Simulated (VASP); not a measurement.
Band structure of Br (relaxed from the hcp structure, space group P6_3/mmc). Computed with PBEsol GGA, VASP's PBE PAW potentials (set 64) (plane waves; VASP).

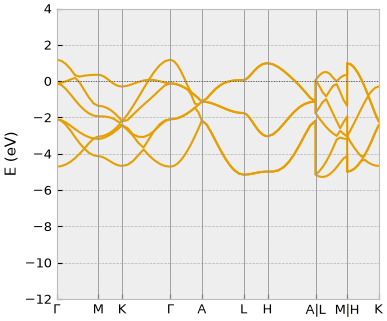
Figure. Bands along high-symmetry lines, zero at the valence-band maximum or, without a gap, the Fermi level

Question: Read the plot: is there a gap, and where are the band edges?

Answer: It has no gap at this level: it comes out as a metal or semimetal. (Edges off the drawn lines would not show.)

The structure was generated: Br was put into the hcp type (P6_3/mmc), which need not be its known phase. It was relaxed first.
